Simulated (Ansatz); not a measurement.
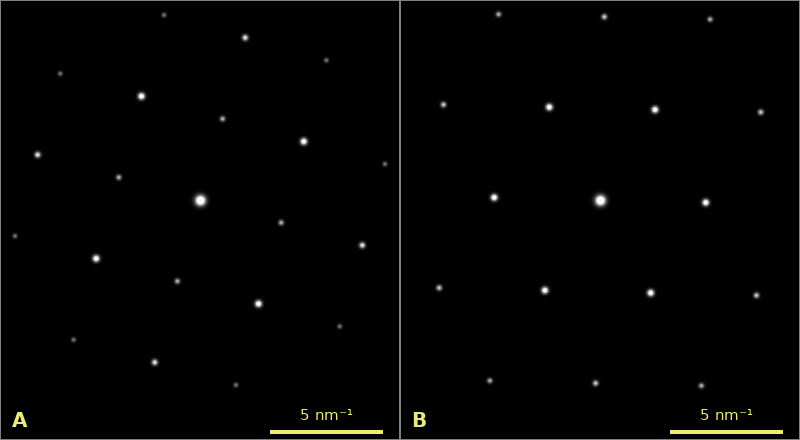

Kinematic electron diffraction patterns (200 kV, B = 0.5 Å², same scale, each along a low-index zone) of two structures of composition MoS, each relaxed at zero pressure with Ansatz 0.2.0, DFT PBEsol, scalar-relativistic, plane waves, PAW.

The structures (standard cells):
1. Pm-3m (No. 221), a = 2.971 Å, 2 atoms; generated start, possibly hypothetical
2. F-43m (No. 216), a = 5.275 Å, 8 atoms; generated start, possibly hypothetical

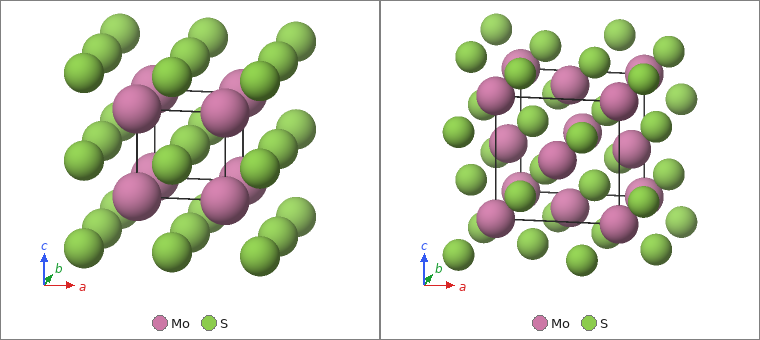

Drawings of the structures 1 to 2, from left to right (each may span several cells).

> Which pattern belongs to which structure, and along which zone?

A is structure 2 along [001] or an equivalent direction: square net of 2 0 0 at d = 2.64 Å and 0 2 0 at d = 2.64 Å, 90.0° apart. B is structure 1 along [111] or an equivalent direction: hexagonal net of -1 1 0 at d = 2.10 Å and -1 0 1 at d = 2.10 Å, 60.0° apart.

> Which structure lies lowest at this level of theory, and by how much?

Structure 1 (Pm-3m, 13.11 Å³ an atom) is the lowest of these; structure 2 (F-43m, 18.35 Å³ an atom) lies about 310 meV an atom higher. These are static energies at 0 K; other structures, not shown, may lie lower still.
